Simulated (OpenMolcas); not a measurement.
# Pt⁵⁺: multiconfigurational calculation

Pt⁵⁺. Computed at this level: state-averaged SS-CASPT2, IPEA shift 0.25, imaginary shift 0.1 hartree, closed shells 5s 5p correlated, active space 5 electrons in the shells 5d 6d, basis ANO-RCC-VTZP, DKH2 scalar Hamiltonian, spin-orbit coupling by RASSI with atomic mean-field integrals (OpenMolcas).

**Output (extracts)**
```
--- CASPT2 ---
Orbital specifications:
      -----------------------

      Symmetry species                           1   2
                                                ag  au
      Frozen orbitals                           14  16
      Inactive orbitals                          1   3
      Active orbitals                           10   0
      Secondary orbitals                        17  23
      Deleted orbitals                           0   0
      Number of basis functions                 42  42
Type of calculation                        SS-CASPT2
      Fock operator                              state-specific
      IPEA shift                                 0.25
      Real shift                                 0.00
      Imaginary shift                            0.10
      The input orbitals will be transformed to quasi-canonical
Reference energy:      -18390.3338487742
      E2 (Non-variational):      -0.2797934999
      Shift correction:          -0.0000677773
      E2 (Variational):          -0.2798612772
      Total energy:          -18390.6137100514
      Residual norm:              0.0000006718
      Reference weight:           0.96094
      Contributions to the CASPT2 correlation energy
      Active & Virtual Only:         -0.0456125180
      One Inactive Excited:          -0.1516173826
      Two Inactive Excited:          -0.0825635992
::    CASPT2 Root  1     Total energy: -18390.61371005
--- CASPT2 ---
Orbital specifications:
      -----------------------

      Symmetry species                           1   2
                                                ag  au
      Frozen orbitals                           14  16
      Inactive orbitals                          1   3
      Active orbitals                           10   0
      Secondary orbitals                        17  23
      Deleted orbitals                           0   0
      Number of basis functions                 42  42
Type of calculation                        MS-CASPT2
      Fock operator                              state-specific
      IPEA shift                                 0.25
      Real shift                                 0.00
      Imaginary shift                            0.10
      The input orbitals will be transformed to quasi-canonical
Reference energy:      -18390.1985179077
      E2 (Non-variational):      -0.2934394281
      Shift correction:          -0.0000866284
      E2 (Variational):          -0.2935260565
      Total energy:          -18390.4920439642
      Residual norm:              0.0000000920
      Reference weight:           0.95728
      Contributions to the CASPT2 correlation energy
      Active & Virtual Only:         -0.0544230083
      One Inactive Excited:          -0.1571090303
      Two Inactive Excited:          -0.0819073896
Reference energy:      -18390.1985179077
      E2 (Non-variational):      -0.2933393051
      Shift correction:          -0.0000866010
      E2 (Variational):          -0.2934259062
      Total energy:          -18390.4919438138
      Residual norm:              0.0000000913
      Reference weight:           0.95731
      Contributions to the CASPT2 correlation energy
      Active & Virtual Only:         -0.0543514445
      One Inactive Excited:          -0.1570931520
      Two Inactive Excited:          -0.0818947087
::    CASPT2 Root  1     Total energy: -18390.49204396
::    CASPT2 Root  2     Total energy: -18390.49194381
::    CASPT2 Root  3     Total energy: -18390.49197471
::    CASPT2 Root  4     Total energy: -18390.49201534
::    CASPT2 Root  5     Total energy: -18390.49204901
::    CASPT2 Root  6     Total energy: -18390.49205300
::    CASPT2 Root  7     Total energy: -18390.49198385
::    CASPT2 Root  8     Total energy: -18390.49197934
::    CASPT2 Root  9     Total energy: -18390.49205990
::    CASPT2 Root 10     Total energy: -18390.47168375
::    CASPT2 Root 11     Total energy: -18390.47168253
::    CASPT2 Root 12     Total energy: -18390.47168407
::    CASPT2 Root 13     Total energy: -18390.46958778
::    CASPT2 Root 14     Total energy: -18390.46966899
::    CASPT2 Root 15     Total energy: -18390.46972167
::    CASPT2 Root 16     Total energy: -18390.46971444
::    CASPT2 Root 17     Total energy: -18390.46971804
::    CASPT2 Root 18     Total energy: -18390.41419605
::    CASPT2 Root 19     Total energy: -18390.41401390
::    CASPT2 Root 20     Total energy: -18390.41371945
::    CASPT2 Root 21     Total energy: -18390.41397568
::    CASPT2 Root 22     Total energy: -18390.41371257
::    CASPT2 Root 23     Total energy: -18390.41448065
::    CASPT2 Root 24     Total energy: -18390.41384075
::    MS-CASPT2 Root  1     Total energy: -18390.49237457
::    MS-CASPT2 Root  2     Total energy: -18390.49228917
::    MS-CASPT2 Root  3     Total energy: -18390.49222226
::    MS-CASPT2 Root  4     Total energy: -18390.49212355
::    MS-CASPT2 Root  5     Total energy: -18390.49197516
::    MS-CASPT2 Root  6     Total energy: -18390.49194984
--- CASPT2 ---
Orbital specifications:
      -----------------------

      Symmetry species                           1   2
                                                ag  au
      Frozen orbitals                           14  16
      Inactive orbitals                          1   3
      Active orbitals                           10   0
      Secondary orbitals                        17  23
      Deleted orbitals                           0   0
      Number of basis functions                 42  42
Type of calculation                        MS-CASPT2
      Fock operator                              state-specific
      IPEA shift                                 0.25
      Real shift                                 0.00
      Imaginary shift                            0.10
      The input orbitals will be transformed to quasi-canonical
Reference energy:      -18390.1393134632
      E2 (Non-variational):      -0.2948269479
      Shift correction:          -0.0000773970
      E2 (Variational):          -0.2949043449
      Total energy:          -18390.4342178082
      Residual norm:              0.0000009718
      Reference weight:           0.95762
      Contributions to the CASPT2 correlation energy
      Active & Virtual Only:         -0.0528155579
      One Inactive Excited:          -0.1642660326
      Two Inactive Excited:          -0.0777453574
Reference energy:      -18390.1393134632
      E2 (Non-variational):      -0.2948322911
      Shift correction:          -0.0000775053
      E2 (Variational):          -0.2949097964
      Total energy:          -18390.4342232596
      Residual norm:              0.0000009701
      Reference weight:           0.95761
      Contributions to the CASPT2 correlation energy
      Active & Virtual Only:         -0.0528003574
      One Inactive Excited:          -0.1642896649
      Two Inactive Excited:          -0.0777422689
::    CASPT2 Root  1     Total energy: -18390.43421781
::    CASPT2 Root  2     Total energy: -18390.43422326
::    CASPT2 Root  3     Total energy: -18390.43432255
::    CASPT2 Root  4     Total energy: -18390.43426254
::    CASPT2 Root  5     Total energy: -18390.43414754
::    CASPT2 Root  6     Total energy: -18390.43415145
::    CASPT2 Root  7     Total energy: -18390.43419713
::    CASPT2 Root  8     Total energy: -18390.43435268
::    CASPT2 Root  9     Total energy: -18390.43409448
::    CASPT2 Root 10     Total energy: -18390.43421680
::    CASPT2 Root 11     Total energy: -18390.43442611
::    CASPT2 Root 12     Total energy: -18390.43417520
::    CASPT2 Root 13     Total energy: -18390.43432517
::    CASPT2 Root 14     Total energy: -18390.41640448
::    CASPT2 Root 15     Total energy: -18390.41649123
::    CASPT2 Root 16     Total energy: -18390.41644073
::    CASPT2 Root 17     Total energy: -18390.41642014
::    CASPT2 Root 18     Total energy: -18390.41643208
::    CASPT2 Root 19     Total energy: -18390.40952853
::    CASPT2 Root 20     Total energy: -18390.40912560
::    CASPT2 Root 21     Total energy: -18390.40947297
::    CASPT2 Root 22     Total energy: -18390.40976947
::    CASPT2 Root 23     Total energy: -18390.40909846
::    CASPT2 Root 24     Total energy: -18390.40932276
::    CASPT2 Root 25     Total energy: -18390.40905556
::    CASPT2 Root 26     Total energy: -18390.39401435
::    CASPT2 Root 27     Total energy: -18390.39391001
::    CASPT2 Root 28     Total energy: -18390.39367615
::    CASPT2 Root 29     Total energy: -18390.39372661
::    CASPT2 Root 30     Total energy: -18390.39371699
```

**Spin-orbit levels, grouped by J and assigned**

| Configuration | Level | E (eV) | LS purity (%) | Landé g |
| --- | --- | --- | --- | --- |
| 5d⁵ | ⁶S₅/₂ | 0 | 81 | 1.914 |
| 5d⁵ | J = 5/2 (even, mixed) | 2.325 | 29 | 1.044 |
| 5d⁵ | ⁴G₇/₂ | 3.166 | 60 | 1.103 |
| 5d⁵ | J = 3/2 (even, mixed) | 3.255 | 47 | 1.350 |
| 5d⁵ | ⁴G₁₁/₂ | 3.401 | 74 | 1.215 |
| 5d⁵ | J = 5/2 (even, mixed) | 3.455 | 40 | 1.076 |
| 5d⁵ | ⁴G₉/₂ | 3.553 | 80 | 1.169 |
| 5d⁵ | ⁴P₁/₂ | 3.766 | 59 | 1.725 |
| 5d⁵ | ⁴D₇/₂ | 4.286 | 59 | 1.277 |
| 5d⁵ | J = 5/2 (even, mixed) | 4.542 | 28 | 1.269 |
| 5d⁵ | ⁴D₁/₂ | 4.941 | 66 | 0.866 |
| 5d⁵ | ²I₁₁/₂ | 5.044 | 70 | 1.006 |
| 5d⁵ | J = 7/2 (even, mixed) | 5.095 | 25 | 1.129 |
| 5d⁵ | J = 3/2 (even, mixed) | 5.134 | 41 | 1.318 |
| 5d⁵ | J = 9/2 (even, mixed) | 5.395 | 48 | 1.163 |
| 5d⁵ | J = 3/2 (even, mixed) | 5.455 | 51 | 0.732 |
| 5d⁵ | ²I₁₃/₂ | 5.594 | 100 | 1.077 |
| 5d⁵ | J = 5/2 (even, mixed) | 5.702 | 29 | 1.024 |
| 5d⁵ | J = 5/2 (even, mixed) | 6.431 | 36 | 1.096 |
| 5d⁵ | J = 9/2 (even, mixed) | 6.442 | 52 | 1.106 |
| 5d⁵ | ²G₇/₂ | 6.568 | 58 | 1.008 |
| 5d⁵ | J = 5/2 (even, mixed) | 6.905 | 47 | 1.056 |
| 5d⁵ | J = 3/2 (even, mixed) | 7.158 | 44 | 0.703 |
| 5d⁵ | ²F₇/₂ | 7.197 | 61 | 1.088 |
| 5d⁵ | ²S₁/₂ | 7.426 | 78 | 1.941 |
| 5d⁵ | J = 7/2 (even, mixed) | 7.539 | 47 | 1.182 |
| 5d⁵ | J = 9/2 (even, mixed) | 7.799 | 37 | 1.088 |
| 5d⁵ | ²H₁₁/₂ | 7.863 | 70 | 1.066 |
| 5d⁵ | ²D₃/₂ | 8.641 | 91 | 0.832 |
| 5d⁵ | J = 5/2 (even, mixed) | 8.661 | 30 | 1.097 |
| 5d⁵ | ²G₉/₂ | 9.394 | 88 | 1.111 |
| 5d⁵ | J = 5/2 (even, mixed) | 9.563 | 45 | 1.112 |
| 5d⁵ | ²G₇/₂ | 9.751 | 78 | 0.929 |

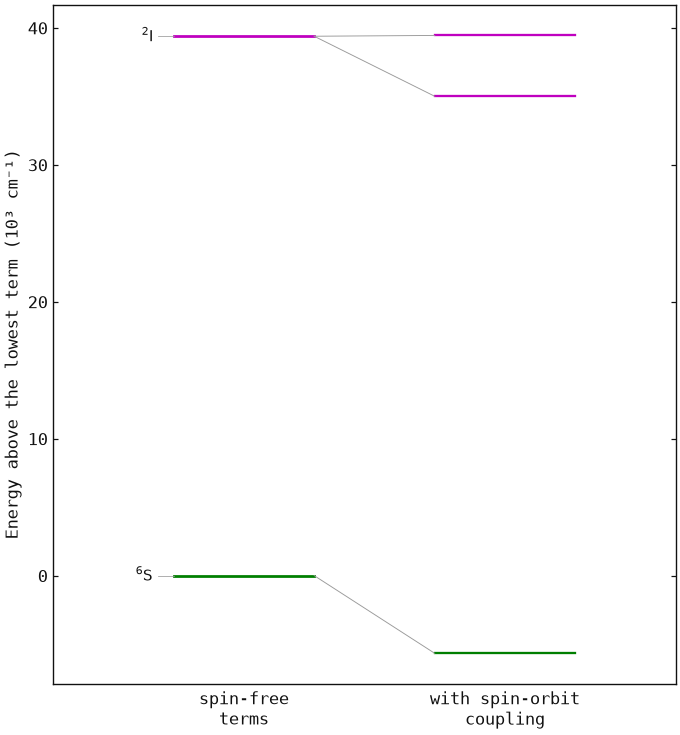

Terms of Pt⁵⁺ (platinum, Z = 78) without and with spin-orbit coupling; the J values are left off. ⁶S (at 0) gives the one level J = 5/2; ²I (at 39,400 cm⁻¹) splits over 4,440 cm⁻¹ into J = 11/2, 13/2 from the bottom up (normal). The ground level lies 5,670 cm⁻¹ below the lowest term.

**The input**
```
&GATEWAY
Coord
1

Pt 0.0 0.0 0.0
Basis=ANO-RCC-VTZP
Group=XYZ
NoMove
AngMom=0.0 0.0 0.0
AMFI
&SEWARD
&RASSCF
FileOrb=start.orb
Symmetry=1
Spin=6
nActEl=5 0 0
Inactive=15 19
Ras2=5 0
CIRoot=1 1 1
SDav=1
CIMx=300
Iter=120 100
PrWF=0.3
OrbListing=Nothing
MaxOrb=0
Atom
>>> COPY $Project.JobIph JOBPRE
&RASSCF
FileOrb=start.orb
Symmetry=1
Spin=6
nActEl=5 0 0
Inactive=15 19
Ras2=10 0
CIRoot=1 1 1
SDav=252
CIMx=300
Iter=120 100
PrWF=0.3
OrbListing=Nothing
MaxOrb=0
Atom
>>> COPY $Project.JobIph JOB001
&RASSCF
FileOrb=start.orb
Symmetry=1
Spin=4
nActEl=5 0 0
Inactive=15 19
Ras2=10 0
CIRoot=24 24 1
SDav=1848
CIMx=300
Iter=120 100
PrWF=0.3
OrbListing=Nothing
MaxOrb=0
Atom
>>> COPY $Project.JobIph JOB002
&RASSCF
FileOrb=start.orb
Symmetry=1
Spin=2
nActEl=5 0 0
Inactive=15 19
Ras2=10 0
CIRoot=70 70 1
SDav=500
CIMx=300
Iter=120 100
PrWF=0.3
OrbListing=Nothing
MaxOrb=0
Atom
>>> COPY $Project.JobIph JOB003
&RASSI
NrOfJobIphs=3 1 24 70
1
1 2 3 4 5 6 7 8 9 10 11 12 13 14 15 16 17 18 19 20 21 22 23 24
1 2 3 4 5 6 7 8 9 10 11 12 13 14 15 16 17 18 19 20 21 22 23 24 25 26 27
28 29 30 31 32 33 34 35 36 37 38 39 40 41 42 43 44 45 46 47 48 49 50 51
52 53 54 55 56 57 58 59 60 61 62 63 64 65 66 67 68 69 70
IphNames
JOB001
JOB002
JOB003
EJob
SpinOrbit
DIPRint=1.0
SOCoupling=1000.0
Subsets=2
MEES
Property=10
'ANGMOM' 1 'ANGMOM' 2 'ANGMOM' 3 'MLTPL  1' 1 'MLTPL  1' 2 'MLTPL  1' 3
'AMFI' 1 'AMFI' 2 'AMFI' 3 'MLTPL  2' 6
SOProperty=3
'ANGMOM' 1 'ANGMOM' 2 'ANGMOM' 3
>>> COPY JOB001 $Project.JobIph
&CASPT2
Multistate=1 1
Frozen=14 16
IPEA=0.25
Imaginary=0.1
MaxIter=60
WThr=0.0 0.3 0.05
PrWF=0.5
NoMix
>>> COPY JOB002 $Project.JobIph
&CASPT2
Multistate=24 1 2 3 4 5 6 7 8 9 10 11 12 13 14 15 16 17 18 19 20 21 22
23 24
Frozen=14 16
IPEA=0.25
Imaginary=0.1
MaxIter=60
WThr=0.0 0.3 0.05
PrWF=0.5
NoMix
>>> COPY JOB003 $Project.JobIph
&CASPT2
Multistate=70 1 2 3 4 5 6 7 8 9 10 11 12 13 14 15 16 17 18 19 20 21 22
23 24 25 26 27 28 29 30 31 32 33 34 35 36 37 38 39 40 41 42 43 44 45 46
47 48 49 50 51 52 53 54 55 56 57 58 59 60 61 62 63 64 65 66 67 68 69 70
Frozen=14 16
IPEA=0.25
Imaginary=0.1
MaxIter=60
WThr=0.0 0.3 0.05
PrWF=0.5
NoMix
```

The file start.orb holds starting orbitals from an earlier step. A driver script formed the levels outside the program, from RASSI's spin-orbit matrix and the CASPT2 energies (for multi-state variants, the effective Hamiltonian), averaged over the components of each term or state. The log and the time are those of the CASPT2 step.

Command:
```bash
OMP_NUM_THREADS=1 MOLCAS_MEM=1689 MOLCAS_PROJECT=a pymolcas a.inp > a.log  # once for each step of the input, in one work folder
```

**Key numbers**

- outcome: converged
- lowest level: 5d⁵ ⁶S₅/₂
- first excited level: 5d⁵ J = 5/2 (even, mixed, level 2), 18,749 cm⁻¹
- energy of the lowest spin-free term: −18390.61371 hartree
- energy of the lowest spin-orbit level: −18390.63956 hartree
- CASPT2 correlation energy: −0.2799 hartree
- largest spread among components of a term: 168.6 cm⁻¹
- lowest reference weight: 0.947
- hardware: 1 thread of AMD EPYC (Zen 3), 192 GiB of memory available, shared host
- wall time: 36 min
- peak memory: 0.39 GiB

**Notes**

The components of ⁴F, which symmetry makes degenerate, are split by 169 cm⁻¹ in CASPT2, and those of 5 more by over 50 cm⁻¹. This is an artefact; the levels of such states rest on averages and are uncertain by about as much. The run is of multi-state type; this report uses its single-state energies. To bear in mind: extra active shells serve correlation only, their own levels not computed; levels of higher terms that fall inside the range are not drawn.
